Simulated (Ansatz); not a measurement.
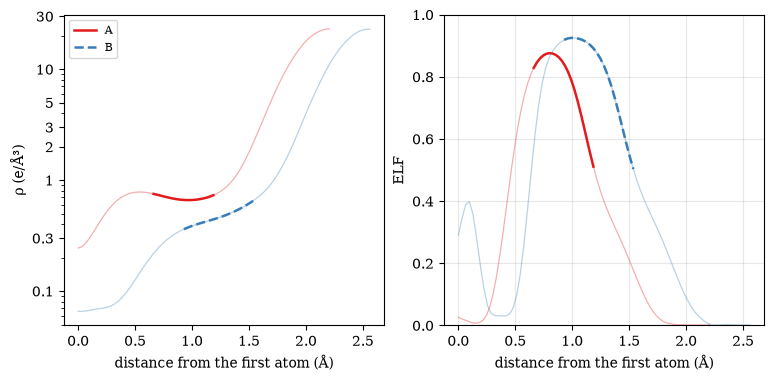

*AlB2Sb3. Valence electron density and electron localisation function along straight lines between neighbouring atoms. Thin, pale parts lie inside the atomic spheres.*

Space group Cmc2₁; a generated structure, not necessarily the stable one; changed on purpose from its base cell (volume × 0.88, shape and atoms relaxed); computed pressure about 13 GPa in this cell.

Theory: Ansatz, DFT PBE, scalar-relativistic, plane waves, PAW.

In a PAW calculation such maps are meaningful between the atoms, not at the nuclei.

> Which curve belongs to which contact (Al–Sb and B–Sb)? The first atom named is at distance zero.

Curve A: B–Sb (2.21 Å): ρ at the midpoint is about 0.69 e/Å³; the ELF peaks at about 0.90 in the valence shell of B, 0.8 Å from its nucleus, and is about 0.65 at the midpoint. Curve B: Al–Sb (2.56 Å): ρ is about 0.48 e/Å³ halfway; the ELF peaks at about 0.95 between the atoms: a shared electron pair.
